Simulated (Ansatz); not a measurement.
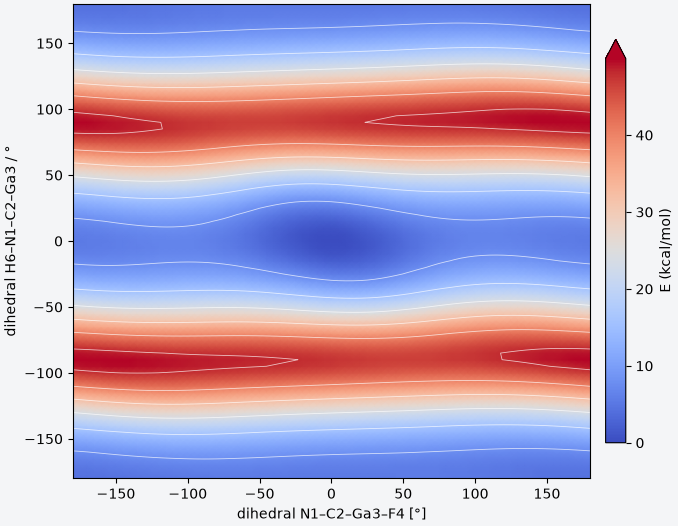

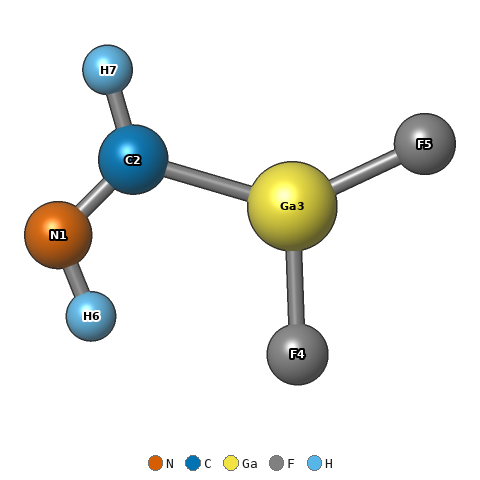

Energy landscape of CH₂F₂GaN, SMILES N=[CH][Ga]([F])[F]. Coordinates scanned: (1) dihedral N1–C2–Ga3–F4; (2) dihedral H6–N1–C2–Ga3. Nothing is relaxed (all other coordinates rigid). Grid: 12 × 12 points; 102 points were computed and 42 follow by symmetry. Points are written as (first, second). Energies: kcal/mol, counted from the lowest grid point. The dihedral twists a double bond; near 90° a spin-restricted reference is unreliable. Computed with RKS SPW92 (LDA)/def2-TZVP in Ansatz 0.2.0.

In the figure: a smooth colour map with a few white contour lines, one colour for all values above the top of the scale. Between grid points the surface is interpolated. The second picture is the structure at the lowest point.

Summarise what can be read from the map.

Answer. The lowest grid point is at (0°, 0°). A higher local minimum lies near (−180°, 0°) (5.4 kcal/mol above the lowest at that grid point). The highest grid point, (−180°, −90°), lies 49.9 kcal/mol above the lowest. On the interpolated surface the easiest way out of the lowest well to the well at (−180°, 0°) passes a barrier of about 6.6 kcal/mol. Round the minimum the valley is somewhat tilted: raising dihedral N1–C2–Ga3–F4 shifts the best value of dihedral H6–N1–C2–Ga3 downwards (coupling k₁₂/√(k₁₁k₂₂) about 0.2).

Grid values (kcal/mol):

```tsv
dihedral H6–N1–C2–Ga3 ↓, dihedral N1–C2–Ga3–F4 →	−180	−150	−120	−90	−60	−30	0	30	60	90	120	150
150	11.7	10.9	10.7	11.1	11.6	12.0	12.4	13.0	13.7	14.2	14.0	13.0
120	31.9	30.1	29.2	29.3	30.1	30.9	31.7	32.6	33.6	34.7	35.0	33.9
90	49.9	49.2	48.0	47.1	46.7	46.9	47.5	48.1	48.6	48.9	49.4	49.9
60	32.6	34.2	34.7	33.3	30.8	29.0	29.1	30.2	31.0	30.8	30.5	31.1
30	12.7	14.1	14.9	13.9	11.2	8.4	8.1	10.0	11.9	12.4	12.1	12.0
0	5.4	5.9	6.5	6.3	4.6	1.6	0.0	1.6	4.6	6.3	6.5	5.9
−30	12.7	11.9	12.1	12.4	11.9	10.0	8.1	8.4	11.2	13.9	14.8	14.1
−60	32.6	31.1	30.5	30.8	31.0	30.2	29.1	29.0	30.8	33.3	34.7	34.2
−90	49.9	49.9	49.4	48.9	48.6	48.1	47.5	46.9	46.7	47.1	48.0	49.2
−120	31.9	33.9	35.0	34.7	33.6	32.6	31.7	30.9	30.1	29.3	29.2	30.1
−150	11.7	13.0	14.0	14.2	13.7	13.0	12.4	12.0	11.6	11.1	10.7	10.9
−180	4.4	4.6	5.1	5.4	5.5	5.4	5.3	5.4	5.5	5.4	5.1	4.6
```

The input of one point:

```yaml
crystal:
  periodic: [false, false, false]
  atoms:
    - { symbol: "N", position_ang: [-0.678203, -0.076042, 1.563524] }
    - { symbol: C, position_ang: [0.37724, 0.171258, 0.92225] }
    - { symbol: Ga, position_ang: [0.338676, 0.020524, -1.030755] }
    - { symbol: F, position_ang: [-1.272689, -0.462144, -1.517803] }
    - { symbol: F, position_ang: [1.421382, 0.225817, -2.367342] }
    - { symbol: H, position_ang: [-1.473061, -0.340545, 0.95487] }
    - { symbol: H, position_ang: [1.286094, 0.463235, 1.475096] }
basis:
  gaussian: { orbitals: def2-TZVP }
hamiltonian:
  xc: lda
output:
  forces: true
```

Each point was launched as `ansatz run input.yaml --threads 1 --pin off --max-ram 2560MiB --backend cpu --events-out ev --progress --plain --runs-dir out`. The whole map (102 points run) took 8 min on 1 thread of Arm Neoverse V1, on a shared host.
